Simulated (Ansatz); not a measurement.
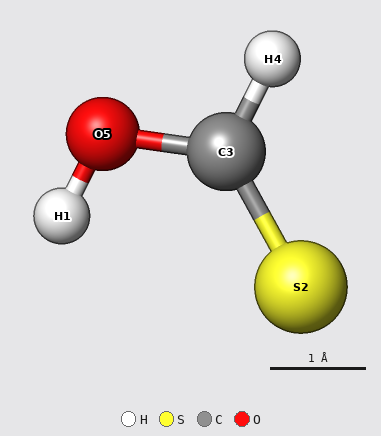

Fig. 1: The structure as given in the input (ball-and-stick view, seen at a tilt; atoms are numbered from 1 in the order of the input).

# Geometry relaxation, with input and output: CH$_{2}$OS

The run: geometry relaxation of CH$_{2}$OS. Method and program: RKS r2SCAN-D4/def2-SVPD (Ansatz 0.2.0).

It belongs to a series of runs on one base structure; here: end point B relaxed. Figures and captions count atoms from 1; the log counts them from 0 in places.

The input
```yaml
crystal:
  periodic: [false, false, false]
  atoms:
    - { symbol: H, position_ang: [-1.200863, -0.822616, 0.30616] }
    - { symbol: S, position_ang: [1.163623, -0.82, -0.902981] }
    - { symbol: C, position_ang: [0.299227, 0.267923, -0.052818] }
    - { symbol: H, position_ang: [0.637062, 1.291848, 0.158355] }
    - { symbol: O, position_ang: [-0.89915, 0.082946, 0.491184] }
basis:
  gaussian: { orbitals: def2-SVPD }
hamiltonian:
  xc: r2scan
  dispersion: d4
relax:
  f_tol: 0.03
  max_steps: 50
output:
  orbitals: {}
```

Machine: 2 threads of Intel Xeon (Granite Rapids), 16 GiB of memory available, shared host.

Launch command:
```bash
ansatz run input.yaml --threads 2 --pin off --max-ram 3072MiB --backend cpu --events-out ev --progress --plain --runs-dir out
```

What the program printed
```
The last accepted step is kept in [file] (removed where the run ends without a failure and the disk answers)
Engine: ansatz 0.2.0, x86_64-unknown-linux-gnu
Functional definition: r2SCAN
  parameter k0 = 0.174
  parameter k1 = 0.065
  parameter a1 = 4.9479
  exchange = r2scan_x(k0 = k0, k1 = k1, a1 = a1)
  correlation = r2scan_c
752 factors; their error is unknown
mean field evaluation 1: about -13939.9585 eV, gradient 4.4e1 eV
mean field evaluation 2: about -13924.6840 eV, gradient 9.2e1 eV
mean field evaluation 4: about -13943.8455 eV, gradient 3.9e0 eV
mean field evaluation 8: about -13943.8573 eV, gradient 2.0e-1 eV
mean field -13943.85738802 eV, -512.4273075237 hartree, gradient 6.5e-5 eV, S^2 0.000000; 0 other end points of the search recorded, 0 dependent functions left out
the calculation of the forces begins
reference -13943.85740409 eV, -512.4273081143 hartree; 16, 16 occupied and 70, 70 virtual orbitals, 752 factors
relax step   1: F+E_penalty+E_count = -13943.87329546 eV  Δ(F+E_penalty+E_count) = +0.000e0 eV  max|allowed force component| = 1.170e-1 eV/Å  Δτ_max = 0.0000 Å  (27 SCF iters, accepted)
these checks for a lower state are left out or cut short: starts, cluster_reference, orbital_swaps, neighbouring_geometries, increment
752 factors; their error is unknown
mean field evaluation 16: about -13943.8898 eV, gradient 6.4e-1 eV
mean field -13943.85886105 eV, -512.4273616568 hartree, gradient 1.0e-5 eV, S^2 0.000000; 0 other end points of the search recorded, 0 dependent functions left out
the calculation of the forces begins
reference -13943.85887712 eV, -512.4273622473 hartree; 16, 16 occupied and 70, 70 virtual orbitals, 752 factors
relax step   2: F+E_penalty+E_count = -13943.87477245 eV  Δ(F+E_penalty+E_count) = -1.477e-3 eV  max|allowed force component| = 4.602e-2 eV/Å  Δτ_max = 0.0083 Å  (33 SCF iters, accepted)
these checks for a lower state are left out or cut short: starts, cluster_reference, orbital_swaps, neighbouring_geometries, increment
752 factors; their error is unknown
mean field -13943.85897978 eV, -512.4273660198 hartree, gradient 1.0e-5 eV, S^2 0.000000; 0 other end points of the search recorded, 0 dependent functions left out
the calculation of the forces begins
reference -13943.85899585 eV, -512.4273666102 hartree; 16, 16 occupied and 70, 70 virtual orbitals, 752 factors
relax step   3: F+E_penalty+E_count = -13943.87489538 eV  Δ(F+E_penalty+E_count) = -1.229e-4 eV  max|allowed force component| = 1.109e-1 eV/Å  Δτ_max = 0.0150 Å  (32 SCF iters, accepted)
these checks for a lower state are left out or cut short: starts, cluster_reference, orbital_swaps, neighbouring_geometries, increment
752 factors; their error is unknown
mean field evaluation 32: about -13943.8593 eV, gradient 1.8e-1 eV
mean field -13943.85937643 eV, -512.4273805963 hartree, gradient 1.0e-5 eV, S^2 0.000000; 0 other end points of the search recorded, 0 dependent functions left out
the calculation of the forces begins
reference -13943.85939250 eV, -512.4273811869 hartree; 16, 16 occupied and 70, 70 virtual orbitals, 752 factors
relax step   4: F+E_penalty+E_count = -13943.87529144 eV  Δ(F+E_penalty+E_count) = -3.961e-4 eV  max|allowed force component| = 1.460e-1 eV/Å  Δτ_max = 0.0083 Å  (32 SCF iters, accepted)
these checks for a lower state are left out or cut short: starts, cluster_reference, orbital_swaps, neighbouring_geometries, increment
752 factors; their error is unknown
mean field -13943.85966792 eV, -512.4273913084 hartree, gradient 1.0e-5 eV, S^2 0.000000; 0 other end points of the search recorded, 0 dependent functions left out
the calculation of the forces begins
reference -13943.85968399 eV, -512.4273918989 hartree; 16, 16 occupied and 70, 70 virtual orbitals, 752 factors
relax step   5: F+E_penalty+E_count = -13943.87558296 eV  Δ(F+E_penalty+E_count) = -2.915e-4 eV  max|allowed force component| = 2.114e-3 eV/Å  Δτ_max = 0.0023 Å  (33 SCF iters, accepted)
```

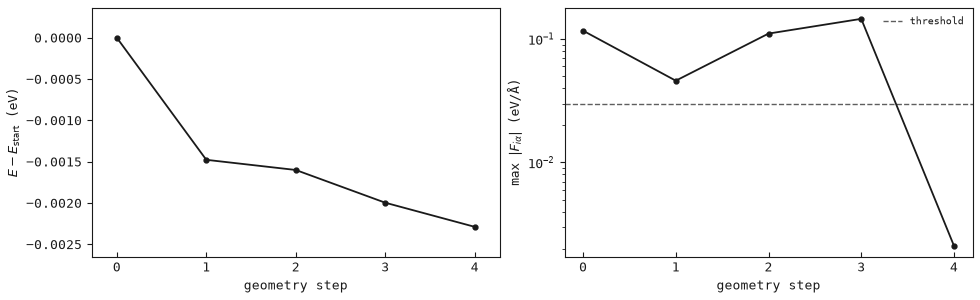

Fig. 2: Progress of the relaxation, step by step (the first geometry is step 0 here and step 1 in the log).

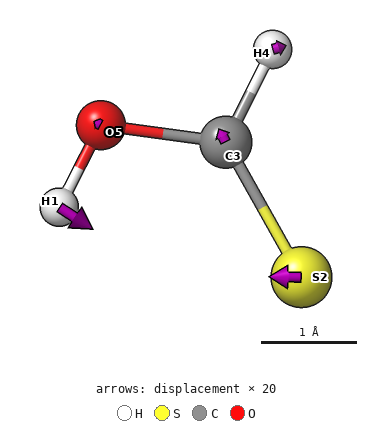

Fig. 3: The starting structure with the displacements as pink arrows, magnified 20 times (ball-and-stick view, seen on its broad side). The two geometries are laid on each other by the best rigid fit. The atom that moves furthest after the best rigid fit is H1 (0.022 Å). By element the largest moves are H 0.022 Å, S 0.018 Å, C 0.008 Å, O 0.005 Å. After 4 geometry steps the energy has fallen by 0.002 eV. Largest force component: 0.12 eV/Å at the start, 0.0021 eV/Å at the end. (Atoms are counted from 1 in the order of the input.)

```
752 factors; their error is unknown
mean field -13943.85966792 eV, -512.4273913084 hartree, gradient 1.2e-5 eV, S^2 0.000000; 1 other end points of the search recorded, 0 dependent functions left out
the calculation of the forces begins
reference -13943.85968399 eV, -512.4273918989 hartree; 16, 16 occupied and 70, 70 virtual orbitals, 752 factors
Total energy: -13943.87559903 eV, -512.4279767660 hartree
Atom 0 at    -1.183235    -0.828780     0.294899 Å, force    -0.000168     0.001030     0.000029 eV/Å
Atom 1 at     1.147670    -0.824512    -0.896529 Å, force     0.000885    -0.000701    -0.000423 eV/Å
Atom 2 at     0.294932     0.273669    -0.048370 Å, force    -0.001225     0.002114     0.000847 eV/Å
Atom 3 at     0.643617     1.295831     0.156423 Å, force     0.000585    -0.000634    -0.000562 eV/Å
Atom 4 at    -0.903084     0.083893     0.493477 Å, force    -0.000076    -0.001809     0.000109 eV/Å
Dipole moment:    -0.276050     0.090201     0.175157 e Å
```

Trajectory as extended XYZ (Å, eV, eV/Å), 5 frames, from step=1 to step=5
```
5
Properties=species:S:1:pos:R:3:forces:R:3 step=1 energy=-13943.87329
H    -1.2009   -0.8226    0.3062    0.0451  -0.1170  -0.0672
S     1.1636   -0.8200   -0.9030   -0.0682   0.0063   0.0369
C     0.2992    0.2679   -0.0528   -0.0341   0.0080   0.0219
H     0.6371    1.2918    0.1584    0.0598   0.0187  -0.0242
O    -0.8992    0.0829    0.4912   -0.0026   0.0840   0.0326
5
Properties=species:S:1:pos:R:3:forces:R:3 step=2 energy=-13943.87477
H    -1.1947   -0.8258    0.3016    0.0460  -0.0426  -0.0391
S     1.1567   -0.8215   -0.9001   -0.0220  -0.0114   0.0092
C     0.2979    0.2703   -0.0506   -0.0243   0.0187   0.0116
H     0.6402    1.2941    0.1572    0.0282  -0.0024  -0.0121
O    -0.9002    0.0829    0.4918   -0.0279   0.0377   0.0305
5
Properties=species:S:1:pos:R:3:forces:R:3 step=3 energy=-13943.87490
H    -1.1812   -0.8298    0.2965   -0.0063   0.0029  -0.0028
S     1.1475   -0.8251   -0.8946   -0.0029  -0.0002  -0.0421
C     0.2911    0.2764   -0.0551    0.0626  -0.0269   0.1109
H     0.6459    1.2945    0.1601   -0.0257   0.0145  -0.0435
O    -0.9033    0.0840    0.4929   -0.0277   0.0097  -0.0225
5
Properties=species:S:1:pos:R:3:forces:R:3 step=4 energy=-13943.87529
H    -1.1833   -0.8299    0.2958    0.0120   0.0021  -0.0119
S     1.1472   -0.8245   -0.8966    0.0006   0.0235   0.0111
C     0.2961    0.2757   -0.0484   -0.1090  -0.1460  -0.0019
H     0.6446    1.2953    0.1565    0.0148   0.0729   0.0173
O    -0.9046    0.0835    0.4925    0.0815   0.0475  -0.0147
5
Properties=species:S:1:pos:R:3:forces:R:3 step=5 energy=-13943.87558
H    -1.1832   -0.8288    0.2949   -0.0002   0.0010   0.0000
S     1.1477   -0.8245   -0.8965    0.0009  -0.0007  -0.0004
C     0.2949    0.2737   -0.0484   -0.0012   0.0021   0.0008
H     0.6436    1.2958    0.1564    0.0006  -0.0006  -0.0006
O    -0.9031    0.0839    0.4935   -0.0001  -0.0018   0.0001
```

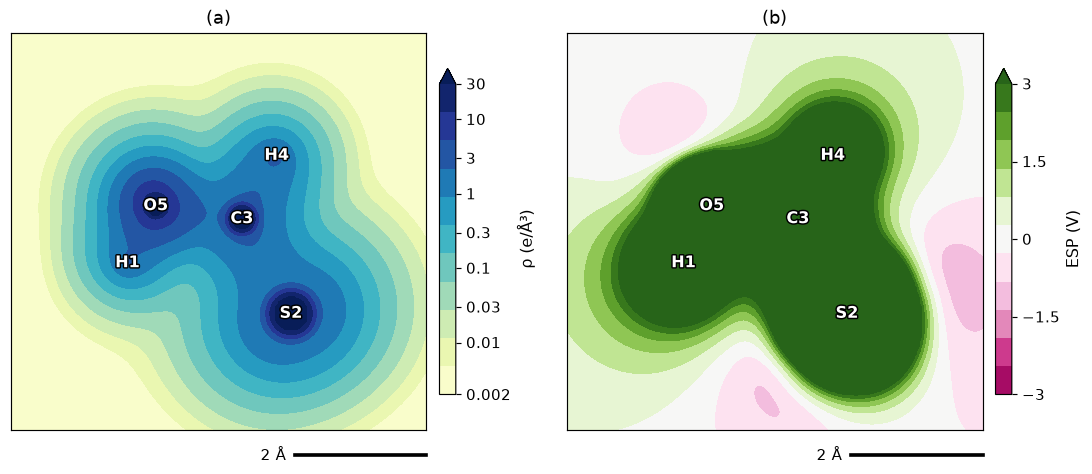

Fig. 4: (a) total electron density; (b) electrostatic potential on the molecular plane. Atoms in the plane: H, S, C and O. C–S (1.63 Å): ρ is about 1.6 e/Å³ halfway. O–H (0.98 Å): ρ at the midpoint is about 3.7 e/Å³, with its minimum of 2.3 e/Å³ about 0.8 Å from O. C–H (1.10 Å): ρ at the midpoint is about 2 e/Å³.

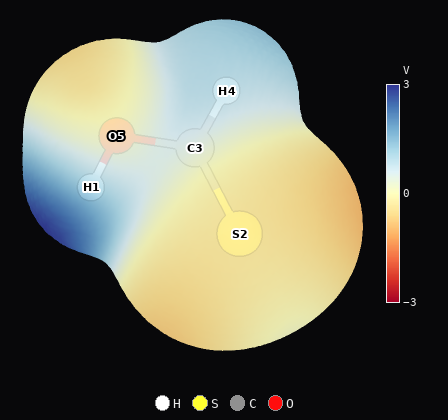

Fig. 5: The molecular electrostatic potential painted on the density surface at 0.002 e/bohr³, seen face on; red is negative and blue positive.

Key numbers

| quantity | value |
| --- | --- |
| outcome | converged |
| total energy | −13943.8756 eV |
| mean-field energy | −13943.8597 eV |
| largest force (length of the vector) at the end | 0.003 eV/Å |
| wall time | 4.7 s (CPU time 8.9 s) |
| peak memory | 0.16 GiB |
